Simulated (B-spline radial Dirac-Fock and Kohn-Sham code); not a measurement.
Dysprosium (Z = 66). Level of theory: a Dirac–Hartree–Slater potential of the neutral atom, no hole, surface-current nucleus; calculated with a B-spline radial code.

Before looking at the plot, say what to expect. Its caption: K-shell internal conversion coefficients against transition energy, at the marked points and joined by straight lines (also across edges).

E1 goes from 1.02 at 58.8 keV to 3.25 × 10⁻⁴ at 2000 keV; M1 goes from 9.45 at 58.8 keV to 8.90 × 10⁻⁴ at 2000 keV; E2 goes from 2.46 at 58.8 keV to 6.81 × 10⁻⁴ at 2000 keV; M2 goes from 118 at 58.8 keV to 0.00197 at 2000 keV.

The computed plot:

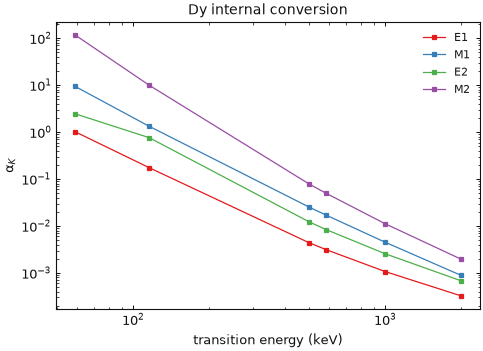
